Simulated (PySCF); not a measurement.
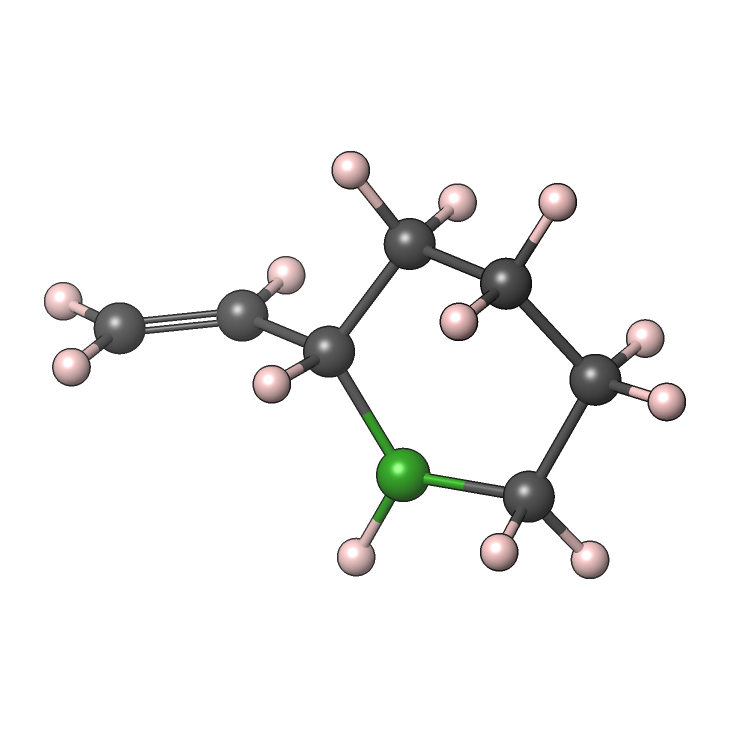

A ball-and-stick model of a molecule. Colours: carbon dark grey, boron green, hydrogen pink.

The geometry was computed by an optimisation with PBE0-D3(BJ)/def2-SVP. No frequency run is at hand to confirm it as a minimum.

Which formula does it have?

C7H13B, 21 atoms: 7 carbon, 13 hydrogen and 1 boron.

How many bonds of each kind are drawn?

12 C–H, 6 C–C, 2 C–B, 1 B–H.

Name functional groups in it.

Among them: alkene, B–H bond.

What is its SMILES?

C=C[C@H]1BCCCC1

More results for the same structure follow; atom numbers are the same in all pictures, views and colours differ.

### Geometry

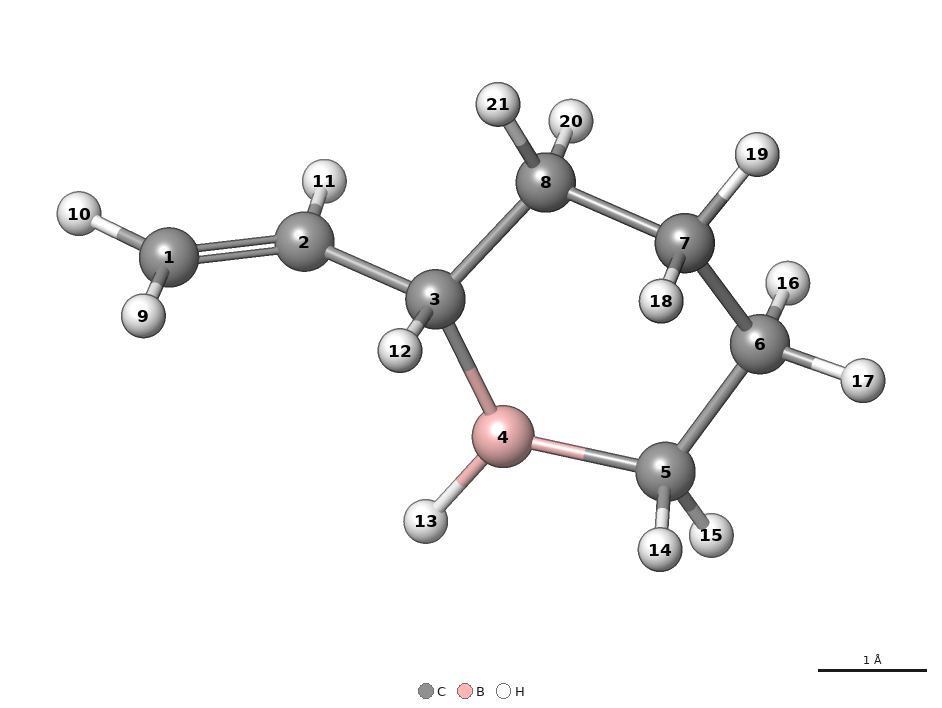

Numbered structure. No frequency run is at hand to confirm it as a minimum.

Estimate the angles C1–C2–H11, C2–C3–B4, C3–C2–H11, C3–B4–C5, C3–C8–C7, C3–C8–H20, C3–C8–H21, B4–C5–C6, C5–C6–H17, C7–C6–H16, C7–C8–H21, C8–C7–H19.

```
    angle  degrees
C1–C2–H11    118.4
 C2–C3–B4    115.2
C3–C2–H11    115.3
 C3–B4–C5    119.7
 C3–C8–C7    113.0
C3–C8–H20    108.7
C3–C8–H21    109.9
 B4–C5–C6    115.5
C5–C6–H17    111.0
C7–C6–H16    108.5
C7–C8–H21    110.5
C8–C7–H19    109.6
```

### Electronic properties

No frequency run is at hand to confirm it as a minimum. Method: PBE0/pcSseg-1, gas phase (PySCF 2.14.0).

What does the calculation give?

- dipole moment: 0.92 D
- HOMO energy (Kohn–Sham orbital): −7.01 eV
- LUMO energy (Kohn–Sham orbital): −0.90 eV
- HOMO–LUMO gap: 6.12 eV

### Core levels

No frequency run is at hand to confirm it as a minimum. Level of theory: delta-SCF UKS SCAN, pcX-2 on the ionised atom, pcseg-1 elsewhere, spin-free X2C (PySCF 2.14.0).

Give the core-electron binding energies (to vacuum) of C1 1s, C2 1s, C3 1s, B4 1s, C5 1s, C6 1s, C7 1s, C8 1s.

```tsv
atom	level	binding energy (eV)
C1	1s	289.7
C2	1s	290.3
C3	1s	290.0
B4	1s	195.4
C5	1s	289.9
C6	1s	290.4
C7	1s	290.4
C8	1s	290.3
```

### Excitation

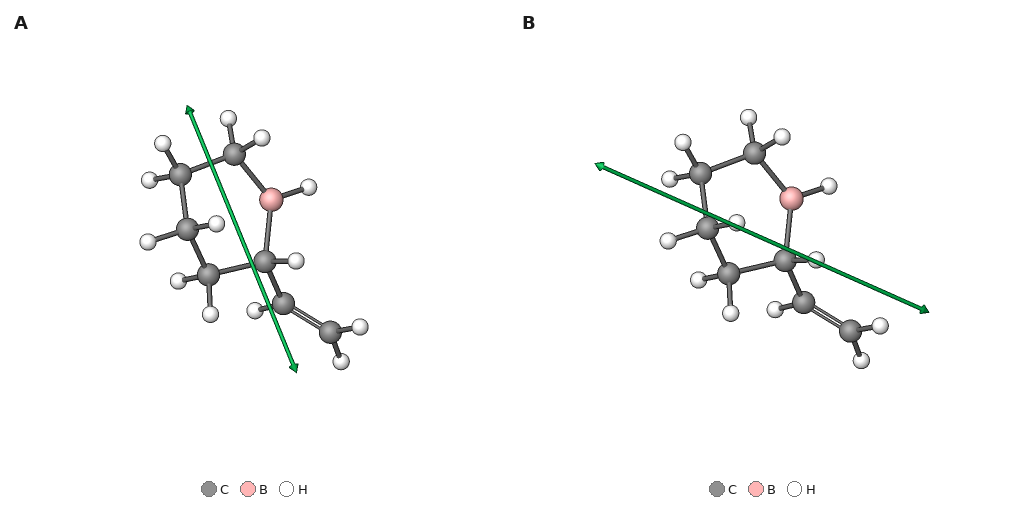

The double arrows show the directions of two transition dipoles from the ground state (lengths mean nothing). No frequency run is at hand to confirm it as a minimum. Properties computed with TDDFT PBE0/def2-SVPD, vertical, gas phase, core orbitals frozen in the response (PySCF 2.14.0).

One belongs to singlet state 4 and one to singlet state 7. Which is which?

A: state 7, 7.16 eV (173 nm), oscillator strength 0.022, of mixed character, with the largest part HOMO → LUMO+3 (weight 0.38).
B: state 4, 6.74 eV (184 nm), oscillator strength 0.078, mainly HOMO → LUMO+1 (weight 0.59).

### Ring current

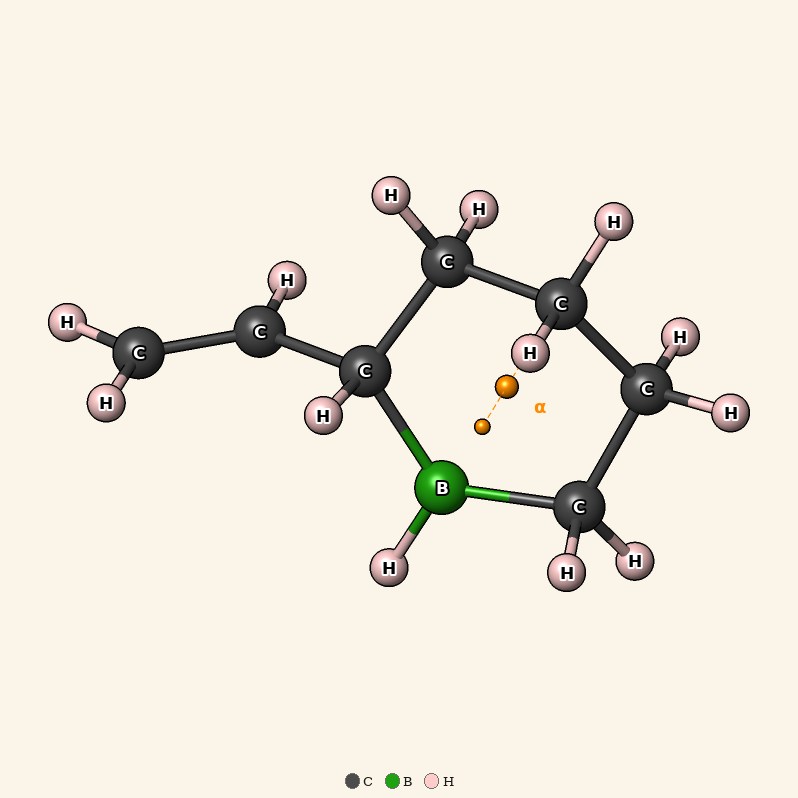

The small points mark where nucleus-independent chemical shifts (NICS) were computed: at the centre of each lettered ring and 1 Å above and below it. No frequency run is at hand to confirm it as a minimum. Method: GIAO B97-2/pcSseg-1 NMR shielding, non-relativistic, gas phase (PySCF 2.14.0).

Give NICS(0), NICS(1) and the out-of-plane component NICS(1)zz for each ring (means of the two sides).

```
ring  members  NICS(0)  NICS(1)  NICS(1)zz
   α      C5B      1.4     −1.1        3.0
```

Values in ppm.

What do the values say about the ring currents?

Ring α: weak, as in a non-aromatic ring. NICS is one index among several.
